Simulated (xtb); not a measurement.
# Run report: C2H6FNSi, energy and gradient calculation

The run: energy and gradient calculation of C2H6FNSi, multiplicity 3, SMILES C[SiH2]N=CF. Method and program: GFN2-xTB, ALPB solvent aniline (xtb 6.7.1).

The geometry was optimised with GFN2-xTB.

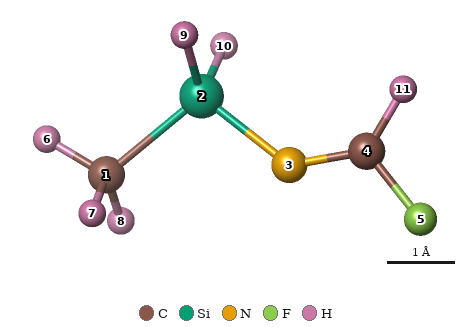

The structure (ball-and-stick view, seen at a tilt; atoms are numbered from 1 in the order of the input). Bond lengths as drawn: C–F 1.34 Å, C–H 1.09 to 1.10 Å, C–N 1.23 Å, C–Si 1.89 Å, H–Si 1.47 Å and N–Si 1.74 Å.

### Input (coord)
```
$coord angs
    -1.2230100     0.8627500     1.1467900  C
     0.3850900     0.6352100     0.1798100  Si
     0.1753400    -0.8874300    -0.6296600  N
     0.8962600    -1.5577000    -1.3676000  C
     0.4528400    -2.7217800    -1.8569500  F
    -1.2148800     1.7952900     1.7027200  H
    -1.3755200     0.0547600     1.8570900  H
    -2.0833700     0.8796100     0.4835900  H
     1.5561300     0.5699600     1.0600100  H
     0.5841600     1.6876300    -0.8214500  H
     1.9124800    -1.3753000    -1.7339500  H
$end
```

Command:
```bash
xtb coord --grad --alpb aniline --cma --norestart --iterations 500 -u 2 --gfn 2 > run.log
```

### What the program printed
```
* xtb version 6.7.1
   ID    Z sym.   atoms
    1    6 C      1, 4
    2   14 Si     2
    3    7 N      3
    4    9 F      5
    5    1 H      6-11

           -------------------------------------------------
          |                Calculation Setup                |
           -------------------------------------------------

          program call               : xtb coord --grad --alpb aniline --cma --norestart --iterations 500 -u 2 --gfn 2
          coordinate file            : coord
          omp threads                :                     1

           -------------------------------------------------
          |                 G F N 2 - x T B                 |
           -------------------------------------------------

      * Hamiltonian:
        H0-scaling (s, p, d)           1.850000    2.230000    2.230000
        zeta-weighting                 0.500000
      * Dispersion:
        s8                             2.700000
        a1                             0.520000
        a2                             5.000000
        s9                             5.000000
      * Repulsion:
        kExp                           1.500000    1.000000
        rExp                           1.000000
      * Coulomb:
        alpha                          2.000000
        third order                    shell-resolved
        anisotropic                    true
        a3                             3.000000
        a5                             4.000000
        cn-shift                       1.200000
        cn-exp                         4.000000
        max-rad                        5.000000

      * Solvation model:               ALPB
        Solvent                        aniline
        Parameter file                 internal GFN2-xTB/ALPB
        Dielectric constant                6.8882E+00
        Reference state                gsolv [1 M gas/solution]
        Free energy shift                  2.9724E-03 Eh       1.8652E+00 kcal/mol
        Temperature                        2.9815E+02 K
        Density                            1.0200E+00 kg/L
        Solvent mass                       9.3130E+01 g/mol
        Interaction kernel             P16
        Born radius scaling (c1)           1.4855E+00
        Born radii integrator          GBOBC
        Born offset                        0.0000E+00 a0       0.0000E+00 AA
        H-bond correction              true
        Ion screening                  false
        Surface tension                    1.0000E-05 Eh       1.5569E+01 dyn/cm
        Grid points                               230 per atom

          ...................................................
          :                      SETUP                      :
          :.................................................:
          :  # basis functions                  32          :
          :  # atomic orbitals                  31          :
          :  # shells                           17          :
          :  # electrons                        30          :
          :  max. iterations                   500          :
          :  Hamiltonian                  GFN2-xTB          :
          :  restarted?                      false          :
          :  GBSA solvation                   true          :
          :  PC potential                    false          :
          :  electronic temp.          300.0000000     K    :
          :  accuracy                    1.0000000          :
          :  -> integral cutoff          0.2500000E+02      :
          :  -> integral neglect         0.1000000E-07      :
          :  -> SCF convergence          0.1000000E-05 Eh   :
          :  -> wf. convergence          0.1000000E-03 e    :
          :  Broyden damping             0.4000000          :
          :  net charge                          0          :
          :  unpaired electrons                  2          :
          ...................................................

 iter      E             dE          RMSdq      gap      omega  full diag
   1    -16.7040077 -0.167040E+02  0.674E+00    2.35       0.0  T
   2    -16.7387078 -0.347001E-01  0.418E+00    1.59       1.0  T
   3    -16.7222974  0.164104E-01  0.371E+00    1.57       1.0  T
   4    -16.7575814 -0.352839E-01  0.119E+00    1.97       1.0  T
   5    -16.7571231  0.458225E-03  0.768E-01    1.59       1.0  T
   6    -16.7577669 -0.643723E-03  0.547E-01    1.88       1.0  T
   7    -16.7598585 -0.209164E-02  0.174E-01    1.74       1.0  T
   8    -16.7599459 -0.873896E-04  0.964E-02    1.76       1.0  T
   9    -16.7599878 -0.419405E-04  0.562E-02    1.76       1.0  T
  10    -16.7599882 -0.371080E-06  0.418E-02    1.76       1.0  T
  11    -16.7599967 -0.849938E-05  0.150E-02    1.75       2.0  T
  12    -16.7599972 -0.441082E-06  0.887E-03    1.75       3.4  T
  13    -16.7599976 -0.471290E-06  0.126E-03    1.75      23.9  T
  14    -16.7599976 -0.118910E-07  0.425E-04    1.75      71.0  T
  15    -16.7599976 -0.111233E-08  0.121E-04    1.75     248.7  T

   *** convergence criteria satisfied after 15 iterations ***

         #    Occupation            Energy/Eh            Energy/eV
      -------------------------------------------------------------
         1        2.0000           -0.8158159             -22.1995
       ...           ...                  ...                  ...
        10        2.0000           -0.4787557             -13.0276
        11        2.0000           -0.4596600             -12.5080
        12        2.0000           -0.4570629             -12.4373
        13        2.0000           -0.4272881             -11.6271
        14        2.0000           -0.4258461             -11.5879
        15        1.0000           -0.4047912             -11.0149
        16        1.0000           -0.2407853              -6.5521 (HOMO)
        17                         -0.1765647              -4.8046 (LUMO)
        18                         -0.1613219              -4.3898
        19                         -0.1311575              -3.5690
        20                         -0.0319058              -0.8682
        21                         -0.0287936              -0.7835
       ...                                ...                  ...
        31                          0.7338137              19.9681
      -------------------------------------------------------------
                  HL-Gap            0.0642206 Eh            1.7475 eV
             Fermi-level           -0.3119498 Eh           -8.4886 eV

 transition dipole moment (au) for excitation:          15          16
     X       Y       Z
  -0.0108   0.0045   0.1983  total (au/Debye):    0.199   0.505
 dE (eV)             :    4.463
 oscillator strength :  0.60984E-02

 SCC (total)                   0 d,  0 h,  0 min,  0.007 sec
 SCC setup                      ...        0 min,  0.000 sec (  2.717%)
 Dispersion                     ...        0 min,  0.000 sec (  0.540%)
 classical contributions        ...        0 min,  0.000 sec (  0.109%)
 integral evaluation            ...        0 min,  0.001 sec (  9.041%)
 iterations                     ...        0 min,  0.004 sec ( 57.067%)
 molecular gradient             ...        0 min,  0.001 sec ( 18.220%)
 printout                       ...        0 min,  0.001 sec ( 12.121%)

         :::::::::::::::::::::::::::::::::::::::::::::::::::::
         ::                     SUMMARY                     ::
         :::::::::::::::::::::::::::::::::::::::::::::::::::::
         :: total energy             -16.579678468157 Eh    ::
         :: w/o Gsasa/hb/shift       -16.576007284502 Eh    ::
         :: gradient norm              0.186019680997 Eh/a0 ::
         :: HOMO-LUMO gap              1.747531453334 eV    ::
         ::.................................................::
         :: SCC energy               -16.759992884600 Eh    ::
         :: -> isotropic ES            0.034411784165 Eh    ::
         :: -> anisotropic ES          0.002856937328 Eh    ::
         :: -> anisotropic XC         -0.000660373311 Eh    ::
         :: -> dispersion             -0.005485140200 Eh    ::
         :: -> Gsolv                  -0.009313895850 Eh    ::
         ::    -> Gelec               -0.005642712195 Eh    ::
         ::    -> Gsasa               -0.006378501854 Eh    ::
         ::    -> Ghb                 -0.000265100714 Eh    ::
         ::    -> Gshift               0.002972418914 Eh    ::
         :: repulsion energy           0.180314416443 Eh    ::
         :: add. restraining           0.000000000000 Eh    ::
         :: total charge              -0.000000000000 e     ::
         :::::::::::::::::::::::::::::::::::::::::::::::::::::

           -------------------------------------------------
          |                Property Printout                |
           -------------------------------------------------

    * Orbital Energies and Occupations

         #    Occupation            Energy/Eh            Energy/eV
      -------------------------------------------------------------
         1        2.0000           -0.8158159             -22.1995
       ...           ...                  ...                  ...
         4        2.0000           -0.5802659             -15.7898
         5        2.0000           -0.5710383             -15.5387
         6        2.0000           -0.5460668             -14.8592
         7        2.0000           -0.5273695             -14.3505
         8        2.0000           -0.5003209             -13.6144
         9        2.0000           -0.4793513             -13.0438
        10        2.0000           -0.4787557             -13.0276
        11        2.0000           -0.4596600             -12.5080
        12        2.0000           -0.4570629             -12.4373
        13        2.0000           -0.4272881             -11.6271
        14        2.0000           -0.4258461             -11.5879
        15        1.0000           -0.4047912             -11.0149
        16        1.0000           -0.2407853              -6.5521 (HOMO)
        17                         -0.1765647              -4.8046 (LUMO)
        18                         -0.1613219              -4.3898
        19                         -0.1311575              -3.5690
        20                         -0.0319058              -0.8682
        21                         -0.0287936              -0.7835
        22                          0.1167190               3.1761
        23                          0.1641944               4.4680
        24                          0.2070128               5.6331
        25                          0.2173998               5.9158
        26                          0.2256361               6.1399
        27                          0.2882290               7.8431
       ...                                ...                  ...
        31                          0.7338137              19.9681
      -------------------------------------------------------------
                  HL-Gap            0.0642206 Eh            1.7475 eV
             Fermi-level           -0.3119498 Eh           -8.4886 eV

     #   Z          covCN         q      C6AA      α(0)
     1   6          3.651    -0.176    24.295     7.079
     2  14          3.586     0.450    99.549    19.176
     3   7          1.735    -0.255    27.426     7.749
     4   6          2.674     0.112    25.502     8.263
     5   9          0.789    -0.260    11.872     4.070
     6   1          0.925     0.034     2.525     2.485
     7   1          0.925     0.057     2.230     2.335
     8   1          0.925     0.057     2.235     2.338
     9   1          0.917    -0.040     3.851     3.069
    10   1          0.918    -0.042     3.893     3.086
    11   1          0.924     0.061     2.185     2.312

 Mol. C6AA /au·bohr⁶  :       1462.106880
 Mol. C8AA /au·bohr⁸  :      43790.148337
 Mol. α(0) /au        :         61.963034

Wiberg/Mayer (AO) data.
largest (>0.10) Wiberg bond orders for each atom

 ---------------------------------------------------------------------------
     #   Z sym  total        # sym  WBO       # sym  WBO       # sym  WBO
 ---------------------------------------------------------------------------
     1   6      3.971 --     6      1.000     8      0.985     7      0.985
                             2      0.776     3      0.147
     2  14      3.854 --     3      1.221    10      0.835     9      0.832
                             1      0.776     4      0.131
     3   7      3.175 --     4      1.558     2      1.221     1      0.147
     4   6      3.503 --     3      1.558     5      0.924    11      0.864
                             2      0.131
     5   9      1.054 --     4      0.924
     6   1      0.998 --     1      1.000
     7   1      0.997 --     1      0.985
     8   1      0.997 --     1      0.985
     9   1      0.995 --     2      0.832
    10   1      0.995 --     2      0.835
    11   1      0.986 --     4      0.864
 ---------------------------------------------------------------------------

Topologies differ in total number of bonds
Writing topology from bond orders to xtbtopo.mol

molecular dipole:
                 x           y           z       tot (Debye)
 q only:       -1.664      -0.681      -0.013
   full:       -1.717      -0.727      -0.025       4.739
molecular quadrupole (traceless):
                xx          xy          yy          xz          yz          zz
 q only:      -11.965      -5.094       6.597      -0.103       0.022       5.368
  q+dip:      -12.883      -7.034       7.190      -0.154       0.070       5.693
   full:      -11.329      -7.693       7.028      -0.163       0.077       4.301

           -------------------------------------------------
          | TOTAL ENERGY              -16.579678468157 Eh   |
          | GRADIENT NORM               0.186019680997 Eh/α |
          | HOMO-LUMO GAP               1.747531453334 eV   |
           -------------------------------------------------

------------------------------------------------------------------------
------------------------------------------------------------------------
 total:
 *  cpu-time:     0 d,  0 h,  0 min,  0.015 sec
 * ratio c/w:     1.000 speedup
 SCF:
 *  cpu-time:     0 d,  0 h,  0 min,  0.008 sec
 * ratio c/w:     1.000 speedup
```

### Standard error
```
normal termination of xtb
```

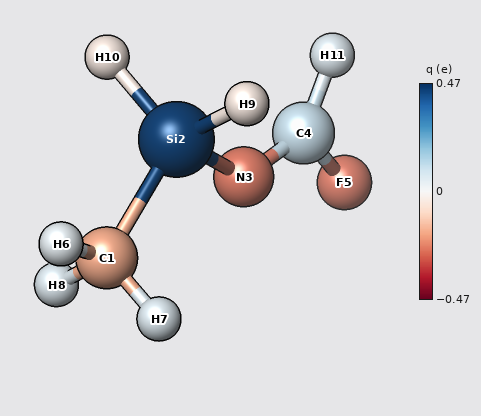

Mulliken charges, as the colour of each atom (ball-and-stick view, seen at a tilt; atoms are numbered from 1 in the order of the input). By element: C −0.18 to +0.11, Si +0.45, N −0.26, F −0.26 and H −0.04 to +0.06 e.

### Key numbers

| quantity | value |
| --- | --- |
| outcome | converged |
| electrons treated | 30 |
| total energy | −16.579678 hartree |
| dispersion energy | −0.005485 hartree |
| solvation energy | −0.009314 hartree |
| basis functions | 32 |
| largest force | 7.278 eV/Å |
| dipole moment | 4.74 D |
| hardware | 1 thread of Arm Neoverse V1, 24 GiB of memory available, shared host |
| peak memory | 0.076 GiB |

### Notes

Settings chosen away from the usual ones: method = gfn2-xtb; task = gradient; x = {"max_iter": 500}; geo = {"prev": 1}; partner = multiplicity 3; sm = ALPB; solvent = aniline.
